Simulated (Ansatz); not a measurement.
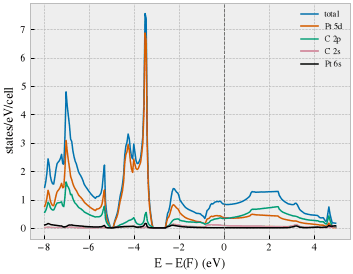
Figure: Total and projected density of states of PtC (zinc blende, space group No. 216), the program Ansatz at the PBEsol level (PAW)

Problem. Which orbitals carry the states next to the Fermi level?

Solution. Within 0.5 eV of the Fermi level: Pt 5d 44 %, C 2p 39 %, C 2s 10 %, outside the projected shells 6 %. Projections are on Löwdin-orthogonalised atomic valence shells; empty p or d shells of many metals are not among them.

Problem. Where is the tallest occupied peak in this window, and what makes it?

Solution. Near -3.5 eV, about 7.6 states/eV per cell; the largest projected share is Pt 5d.

Space group F-43m (zinc blende). The start of the workflow was typed in or built on a structure type; neither database checked (COD, Materials Project) lists it. Its standing as an ambient phase is unchecked. Symmetry was held in the PBEsol relaxation; its stability against distortions is not shown here. The run is not spin-polarised. Its formation energy is positive at this level, so the cell may be metastable or incomplete. Scalar-relativistic: spin–orbit coupling is off unless named, which matters more the heavier the elements.

Potentials: the later of the program's two PAW sets.
